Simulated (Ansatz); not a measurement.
# TiNH2Cl3 (SMILES [NH2][Ti]([Cl])([Cl])[Cl]) at MP2/def2-SVP

Aim: the energy change on altering one bond length of TiNH2Cl3 at MP2/def2-SVP, from 2 runs. 

The results are computed with Ansatz 0.2.0.

1 further run of the same task is left out (set aside as unsound or not needed).

### Step 1. The structure to begin with

The species is TiNH2Cl3 (7 atoms), meant as a singlet with charge 0. As SMILES, `[NH2][Ti]([Cl])([Cl])[Cl]`. Geometry: relaxed at PBE0-D4/def2-TZVP.

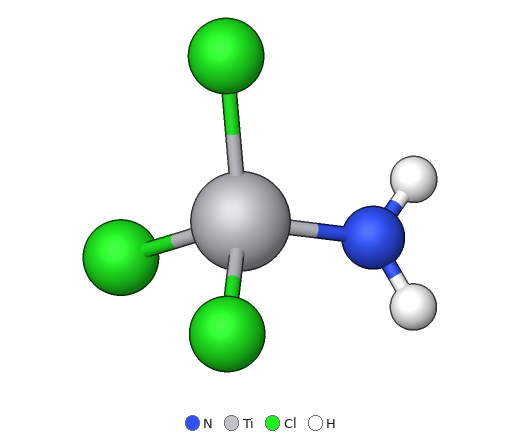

Viewed from a chosen angle; nitrogen blue, titanium light grey, chlorine green, hydrogen white.

### Step 2. A single-point energy at MP2/def2-SVP

File input.yaml:

```yaml
crystal:
  periodic: [false, false, false]
  atoms:
    - symbol: N
      position_ang: [-0.676400, 0.479600, 0.813100]
    - symbol: Ti
      position_ang: [0.416000, -0.273300, -0.459100]
    - symbol: Cl
      position_ang: [1.922500, -1.442100, 0.599700]
    - symbol: Cl
      position_ang: [-0.771400, -1.594700, -1.742800]
    - symbol: Cl
      position_ang: [1.232300, 1.358700, -1.654500]
    - symbol: H
      position_ang: [-1.200200, 1.334700, 0.679200]
    - symbol: H
      position_ang: [-0.861700, 0.068900, 1.718900]
basis:
  gaussian:
    orbitals: def2-SVP
correlation:
  method: mp2
  frozen_orbitals: {Cl: 5, H: 0, "N": 1, Ti: 5}
accuracy: high
```

Launch:

```
$ ansatz run input.yaml --threads 1 --pin off --max-ram 3480MiB --events-out events.jsonl --progress --plain --runs-dir runs
```

Standard output:

```text
Warning: RAYON_NUM_THREADS=1 ignored (pool sized by the plan → 1); use --threads N
Functional definition: HF
  name "HF"
  exchange = exact_x
  correlation = 0
2389 factors; integrals over basis functions are off by at most 2.7e-8 eV
mean field evaluation 1: about -62092.5543 eV, gradient 5.0e1 eV
mean field evaluation 2: about -62092.6591 eV, gradient 5.1e1 eV
mean field evaluation 4: about -62100.1034 eV, gradient 5.8e0 eV
mean field evaluation 8: about -62100.2177 eV, gradient 3.3e-1 eV
mean field evaluation 16: about -62100.2186 eV, gradient 1.3e-8 eV
mean field -62100.21864381 eV, -2282.1409421198 hartree, gradient 1.3e-8 eV, S^2 0.000000; 0 other end points of the search recorded, 0 dependent functions left out
21 core orbitals not correlated: weight in the atoms' cores, before any rotation towards them, 1.000 or more for the frozen orbitals, at most 0.000 for the correlated occupied ones
reference -62100.21864381 eV, -2282.1409421198 hartree; 20, 20 occupied and 68, 68 virtual orbitals, 2389 factors
second order -24.30908572 eV of doubles, -0.00000000 eV of singles
Total energy: -62124.52772952 eV, -2283.0342845427 hartree
```

It took 7.2 s on 1 thread of Arm Neoverse V2, shared host; peak memory 0.41 GiB.

### Step 3. The distorted shape at the same level

File molecule.yaml:

```yaml
crystal:
  periodic: [false, false, false]
  atoms:
    - {symbol: N, position_ang: [-0.798855, 0.234781, 0.992424]}
    - {symbol: Ti, position_ang: [0.293545, -0.518119, -0.279776]}
    - {symbol: Cl, position_ang: [1.800045, -1.686919, 0.779024]}
    - {symbol: Cl, position_ang: [-0.893855, -1.839519, -1.563476]}
    - {symbol: Cl, position_ang: [1.232300, 1.358700, -1.654500]}
    - {symbol: H, position_ang: [-1.322655, 1.089881, 0.858524]}
    - {symbol: H, position_ang: [-0.984155, -0.175919, 1.898224]}
basis:
  gaussian:
    orbitals: def2-SVP
total_charge: 0
correlation:
  method: mp2
  frozen_orbitals: {Cl: 5, H: 0, "N": 1, Ti: 5}
accuracy: high
```

Launch:

```
$ ansatz run molecule.yaml --threads 1 --pin off --max-ram 3480MiB --events-out events.jsonl --progress --plain --runs-dir runs
```

Standard output:

```text
Warning: RAYON_NUM_THREADS=1 ignored (pool sized by the plan → 1); use --threads N
[... 4 set-up lines as earlier in the session ...]
2380 factors; integrals over basis functions are off by at most 2.5e-8 eV
mean field evaluation 1: about -62091.0655 eV, gradient 5.2e1 eV
mean field evaluation 2: about -62091.1594 eV, gradient 5.2e1 eV
mean field evaluation 4: about -62099.5145 eV, gradient 8.2e0 eV
mean field evaluation 8: about -62099.7074 eV, gradient 3.9e-1 eV
mean field evaluation 16: about -62099.7089 eV, gradient 1.8e-8 eV
mean field -62099.70886476 eV, -2282.1222080855 hartree, gradient 1.8e-8 eV, S^2 0.000000; 1 other end points of the search recorded, 0 dependent functions left out
21 core orbitals not correlated: weight in the atoms' cores, before any rotation towards them, 1.000 or more for the frozen orbitals, at most 0.000 for the correlated occupied ones
reference -62099.70886476 eV, -2282.1222080855 hartree; 20, 20 occupied and 68, 68 virtual orbitals, 2380 factors
second order -24.26774550 eV of doubles, -0.00000000 eV of singles
Total energy: -62123.97661027 eV, -2283.0140312836 hartree
```

Wall time 7.8 s (1 thread of Arm Neoverse V2, shared host); peak memory 0.42 GiB.

### Step 4. Results

Level: MP2/def2-SVP, 21 core orbitals frozen.

| quantity | value |
| --- | --- |
| first shape: total energy | -2283.03428 Eh |
| first shape: correlation energy (21 core orbitals frozen) | -893.3 mEh |
| distorted shape: total energy | -2283.01403 Eh |
| distorted shape: correlation energy (21 core orbitals frozen) | -891.8 mEh |
| energy change with the Ti2–Cl5 bond stretched from 2.181 to 2.509 Å | 0.551 eV |

With the Ti2–Cl5 bond stretched from 2.181 to 2.509 Å the energy rises by 0.55 eV (53.2 kJ/mol). The first shape isn't relaxed at this level, so the change isn't measured from a minimum.
